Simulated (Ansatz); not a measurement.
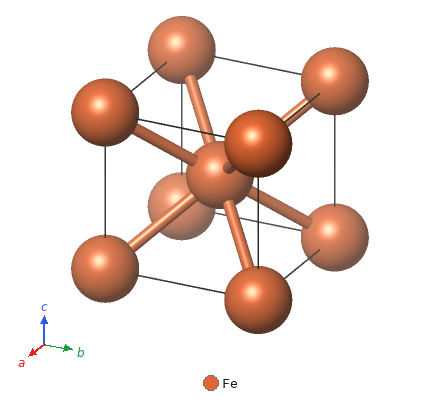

Fe (Im-3m, No. 229): a calculation's starting geometry.

```
Fe
1.0
     2.83279    0.00000    0.00000
     0.00000    2.83279    0.00000
     0.00000    0.00000    2.83279
Fe
2
Direct
  0.00000 0.00000 0.00000
  0.50000 0.50000 0.50000
```

> What will a dark-field STEM-like image along [211] show? Simulation: incoherent imaging, intensity Z^1.8 per atom, probe width 0.50 Å, thin sample. The probe carries 25 % of its weight in a tail 2.5 times as wide. Shot noise and a slight drift were added.

The columns repeat on a rectangular net of 0.82 × 2.00 Å (plane group p2mm). All columns are alike (Fe). The shortest distance between visible columns is 0.82 Å in projection. Along the beam the structure repeats every 6.94 Å.

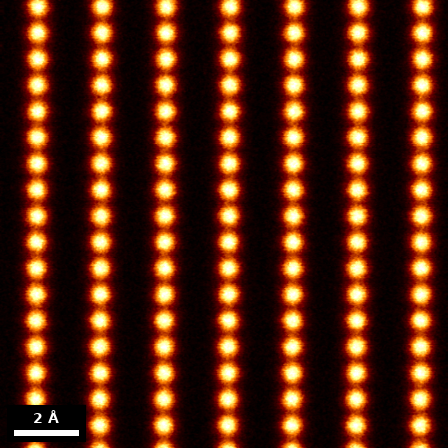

The simulated image.
